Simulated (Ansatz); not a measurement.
## Electronic structure of F3H3InN in real space

```xyz
8

In   -0.0028    0.0035   -1.1824
N     0.0024   -0.0029    1.1004
H    -0.6241    0.7177    1.4617
H     0.9423    0.1783    1.4555
H    -0.3080   -0.9085    1.4550
F     1.9057    0.3575   -1.4325
F    -1.2637    1.4802   -1.4255
F    -0.6517   -1.8258   -1.4322
```

Geometry: PBE0-D4/def2-SVP; core potentials replace the inner electrons of In.

Theory: Ansatz 0.2.0, RKS PBE0-D4/def2-TZVP.

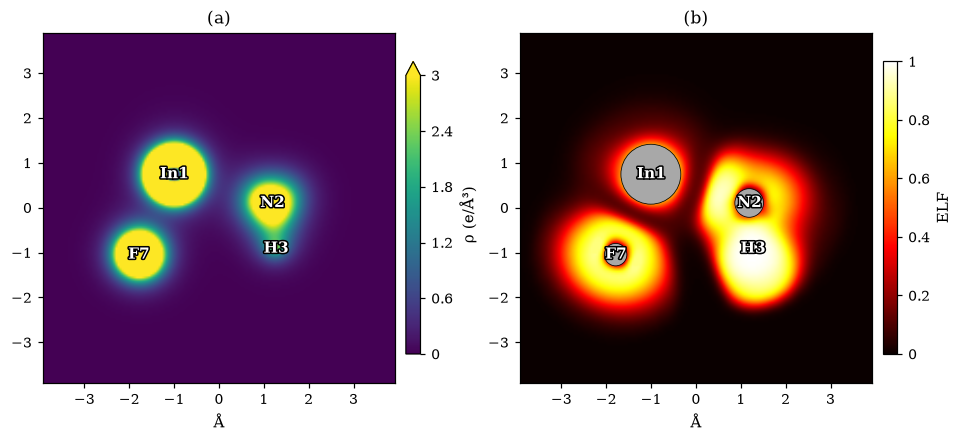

Figure 1. (a) electron density; (b) electron localisation function on the plane of atoms In1, N2 and H3. Grey discs cover the atomic cores in the ELF map.

**Describe what can be read from this map.**

- The plane passes through In, N, H and F nuclei.
- In–F (1.96 Å): ρ is about 0.78 e/Å³ halfway; the ELF peaks at about 0.80 in the valence shell of F, 0.5 Å from its nucleus, and drops to about 0.15 between the two atoms.
- In–N (2.28 Å): ρ at the midpoint is about 0.44 e/Å³; the ELF peaks at about 0.95 in the valence shell of N, 0.7 Å from its nucleus, and drops to about 0.15 between the two atoms.
- N–H (1.02 Å): ρ is about 2.9 e/Å³ halfway; the ELF climbs to about 1 towards the hydrogen, as it does in any bond to H: a covalent bond by its length.
- The ELF also peaks beside F7, away from the bonds: lone-pair regions.

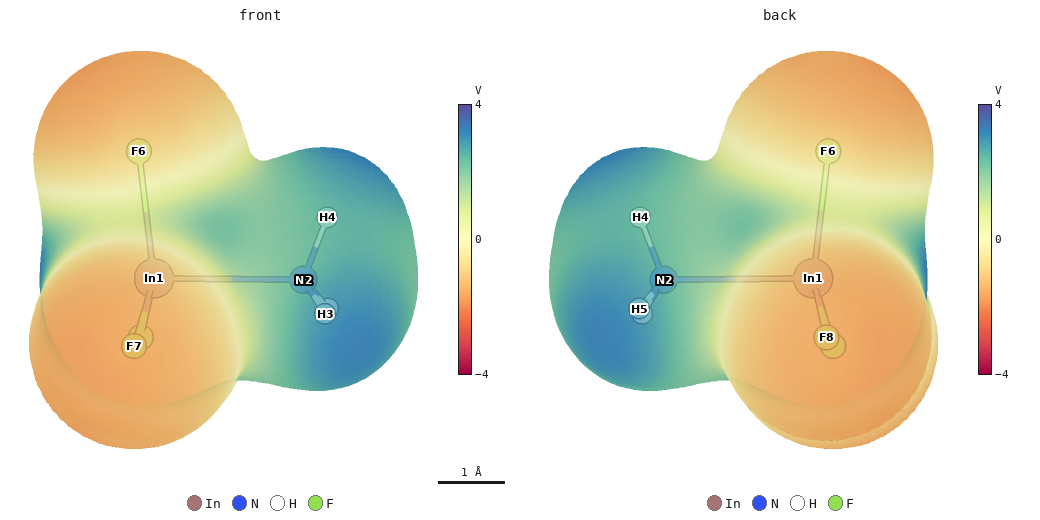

Figure 2. The molecular electrostatic potential painted on the density surface at 0.002 e/bohr³, seen from the front and from behind; red is negative and blue positive.

**Where is the surface potential most negative and most positive?**

The most negative region (about −1.7 V) lies over F6, F7 and F8, the most positive (about +3.3 V) over In1, H3, H4 and H5.
